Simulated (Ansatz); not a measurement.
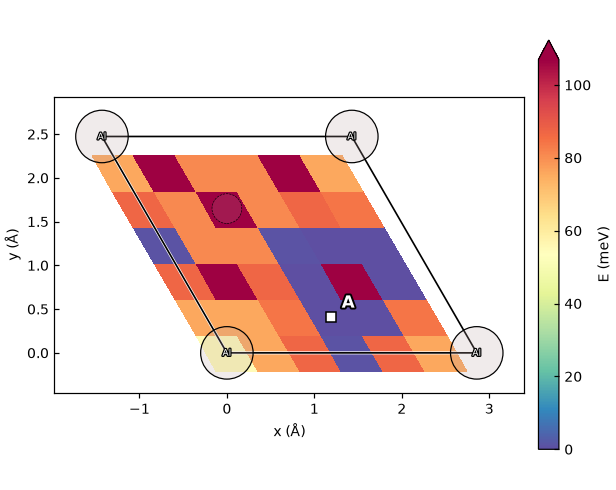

H on an Al(111) slab cut from the Fm-3m phase, its upper half relaxed before the scan (12 atoms of substrate and one adsorbate in a 2 × 2 cell). H is moved over the surface cell; relaxed at each place: the height of the adsorbate's atoms; substrate rigid; the origin of the map has the adsorbate above Al9. Places are given modulo a cell vector. The map is drawn in real space over the plane of the surface. The scan uses a 6 × 6 grid; 10 points were computed and 26 follow by symmetry. Places are given in fractions of the 1 × 1 surface cell. All energies are given in meV relative to the lowest grid point. At some places the adsorbate sinks to or below the level of the top layer. The calculation used DFT PBE, scalar-relativistic, plane waves, PAW (Ansatz 0.2.0). Settings: cutoff 420 eV, k-mesh 6×6×1, gaussian smearing 0.1 eV, no spin polarisation.

In the figure: one coloured cell a grid point, labelled circles for the atoms of the top layer and small ones for the second layer, the outline of one cell of the plane, one colour for all values above the top of the scale, the point A.

> Which way does the force act at A, and how strong is it?

A, at (3/6, 1/6) of the cell vectors, is not a stationary point. The computed force is 0.32 eV/Å in the plane, pointing right in the picture (components 0.29 and 0.12 eV/Å).

PAW datasets: the set soft_1.
